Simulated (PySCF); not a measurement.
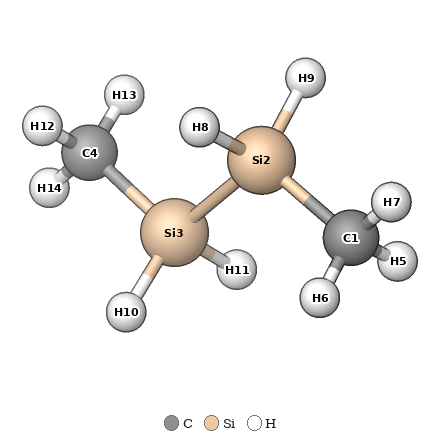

C₂H₁₀Si₂, SMILES C[SiH2][SiH2]C. Vertical core-electron binding energies by ΔSCF (SCAN, pcX-1 on the ionised atom, pcseg-1 elsewhere, spin-free X2C; PySCF, at a PBE0-D3(BJ)/def2-SVP geometry (no frequency check)), gas phase, against the vacuum level. One atom of each kind was ionised; within a panel, areas follow the number of like atoms and 2j + 1 (2p levels are split by first-order spin-orbit coupling, an approximation), each panel is scaled alone, Gaussians of 0.6 eV full width. Only the regions named are shown.

### Predict the Si 2p, Si 1s and C 1s photoelectron lines.

| level | atoms | binding energy (eV) |
| --- | --- | --- |
| Si 2p1/2 | Si2, Si3 | 106.9 |
| Si 2p3/2 | Si2, Si3 | 106.2 |
| Si 1s | Si2, Si3 | 1845.9 |
| C 1s | C1, C4 | 290.2 |

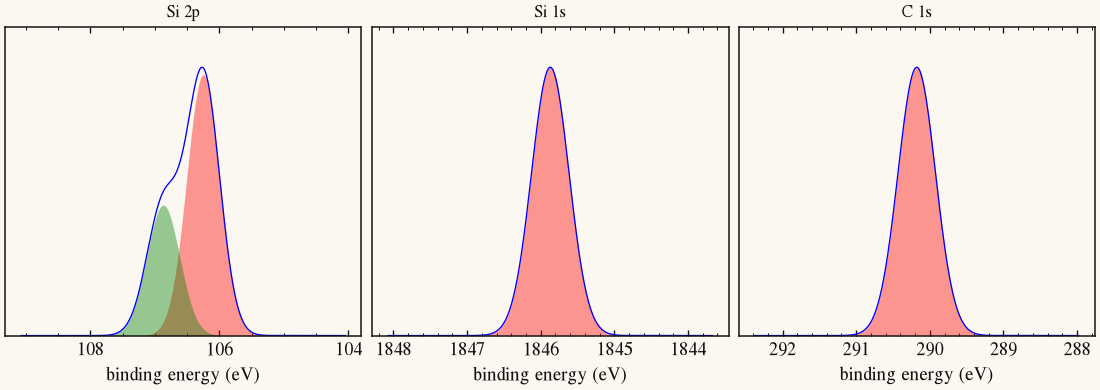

Note: one conformer of a flexible molecule.
